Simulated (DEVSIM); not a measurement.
System: abrupt GaAs p-n junction, at 300 K.

```csv
layer (left to right),material,thickness (μm),Nd (cm⁻³),Na (cm⁻³),τn (s),τp (s)
1,GaAs,0.600,-,8.5e16,1.1e-8,1.1e-8
2,GaAs,10.0,7.1e16,-,1.1e-8,1.1e-8
```

Left contact: ohmic. Right contact: ohmic. Voltage is applied to the left contact. Recombination: SRH at mid-gap, radiative. Mobility is μmin + (μ − μmin)/(1 + (N/Nref)^α).

The device is made up for the run: typed textbook-type constants, with dimensions and the other settings drawn at random. Values at 300 K.

```csv
parameter,GaAs
gap (eV),1.424
affinity (eV),4.07
permittivity,12.9
Nc (cm⁻³),4.7e17
Nv (cm⁻³),9e18
μn (cm²/Vs),8500
μp (cm²/Vs),400
"μn,min",500
"μp,min",20
"Nref,n",6e16
"Nref,p",1.5e17
αn,0.39
αp,0.38
B (cm³/s),2e-10
```

Model (solved in DEVSIM): 1D drift-diffusion, Boltzmann statistics, complete ionisation; no tunnelling, impact ionisation, image-force lowering or self-heating.

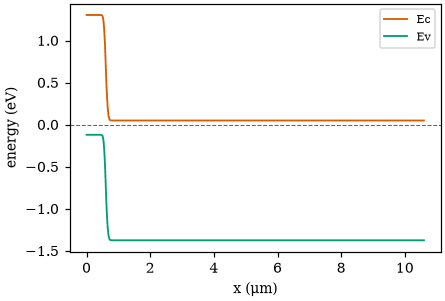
*Band edges at zero bias*

Energies count from the Fermi level of the right contact; mesh points crowd at the junctions.

```json
[
 {"x (μm)": "0.000", "Ec (eV)": "1.304", "Ev (eV)": "-0.121", "n (cm⁻³)": "< 1e2", "p (cm⁻³)": "8.5e16", "field (V/cm)": "≈ 0"},
 {"x (μm)": "0.02333", "Ec (eV)": "1.304", "Ev (eV)": "-0.121", "n (cm⁻³)": "< 1e2", "p (cm⁻³)": "8.5e16", "field (V/cm)": "≈ 0"},
 {"x (μm)": "0.07104", "Ec (eV)": "1.304", "Ev (eV)": "-0.121", "n (cm⁻³)": "< 1e2", "p (cm⁻³)": "8.5e16", "field (V/cm)": "≈ 0"},
 {"x (μm)": "0.1577", "Ec (eV)": "1.304", "Ev (eV)": "-0.121", "n (cm⁻³)": "< 1e2", "p (cm⁻³)": "8.5e16", "field (V/cm)": "≈ 0"},
 {"x (μm)": "0.3753", "Ec (eV)": "1.304", "Ev (eV)": "-0.121", "n (cm⁻³)": "< 1e2", "p (cm⁻³)": "8.5e16", "field (V/cm)": "≈ 0"},
 {"x (μm)": "0.4984", "Ec (eV)": "1.293", "Ev (eV)": "-0.131", "n (cm⁻³)": "< 1e2", "p (cm⁻³)": "5.6e16", "field (V/cm)": "-7000"},
 {"x (μm)": "0.5586", "Ec (eV)": "1.100", "Ev (eV)": "-0.324", "n (cm⁻³)": "< 1e2", "p (cm⁻³)": "3.2e13", "field (V/cm)": "-65000"},
 {"x (μm)": "0.5977", "Ec (eV)": "0.755", "Ev (eV)": "-0.669", "n (cm⁻³)": "97000", "p (cm⁻³)": "5.2e7", "field (V/cm)": "-110000"},
 {"x (μm)": "0.6202", "Ec (eV)": "0.518", "Ev (eV)": "-0.906", "n (cm⁻³)": "9.4e8", "p (cm⁻³)": "5400", "field (V/cm)": "-94000"},
 {"x (μm)": "0.6644", "Ec (eV)": "0.200", "Ev (eV)": "-1.224", "n (cm⁻³)": "2.0e14", "p (cm⁻³)": "< 1e2", "field (V/cm)": "-50000"},
 {"x (μm)": "0.7597", "Ec (eV)": "0.050", "Ev (eV)": "-1.374", "n (cm⁻³)": "6.8e16", "p (cm⁻³)": "< 1e2", "field (V/cm)": "-660"},
 {"x (μm)": "1.044", "Ec (eV)": "0.049", "Ev (eV)": "-1.375", "n (cm⁻³)": "7.1e16", "p (cm⁻³)": "< 1e2", "field (V/cm)": "≈ 0"},
 {"x (μm)": "1.510", "Ec (eV)": "0.049", "Ev (eV)": "-1.375", "n (cm⁻³)": "7.1e16", "p (cm⁻³)": "< 1e2", "field (V/cm)": "≈ 0"},
 {"x (μm)": "2.438", "Ec (eV)": "0.049", "Ev (eV)": "-1.375", "n (cm⁻³)": "7.1e16", "p (cm⁻³)": "< 1e2", "field (V/cm)": "≈ 0"},
 {"x (μm)": "5.513", "Ec (eV)": "0.049", "Ev (eV)": "-1.375", "n (cm⁻³)": "7.1e16", "p (cm⁻³)": "< 1e2", "field (V/cm)": "≈ 0"},
 {"x (μm)": "8.001", "Ec (eV)": "0.049", "Ev (eV)": "-1.375", "n (cm⁻³)": "7.1e16", "p (cm⁻³)": "< 1e2", "field (V/cm)": "≈ 0"},
 {"x (μm)": "9.309", "Ec (eV)": "0.049", "Ev (eV)": "-1.375", "n (cm⁻³)": "7.1e16", "p (cm⁻³)": "< 1e2", "field (V/cm)": "≈ 0"},
 {"x (μm)": "9.991", "Ec (eV)": "0.049", "Ev (eV)": "-1.375", "n (cm⁻³)": "7.1e16", "p (cm⁻³)": "< 1e2", "field (V/cm)": "≈ 0"},
 {"x (μm)": "10.38", "Ec (eV)": "0.049", "Ev (eV)": "-1.375", "n (cm⁻³)": "7.1e16", "p (cm⁻³)": "< 1e2", "field (V/cm)": "≈ 0"},
 {"x (μm)": "10.50", "Ec (eV)": "0.049", "Ev (eV)": "-1.375", "n (cm⁻³)": "7.1e16", "p (cm⁻³)": "< 1e2", "field (V/cm)": "≈ 0"},
 {"x (μm)": "10.56", "Ec (eV)": "0.049", "Ev (eV)": "-1.375", "n (cm⁻³)": "7.1e16", "p (cm⁻³)": "< 1e2", "field (V/cm)": "≈ 0"},
 {"x (μm)": "10.60", "Ec (eV)": "0.049", "Ev (eV)": "-1.375", "n (cm⁻³)": "7.1e16", "p (cm⁻³)": "< 1e2", "field (V/cm)": "≈ 0"}
]
```
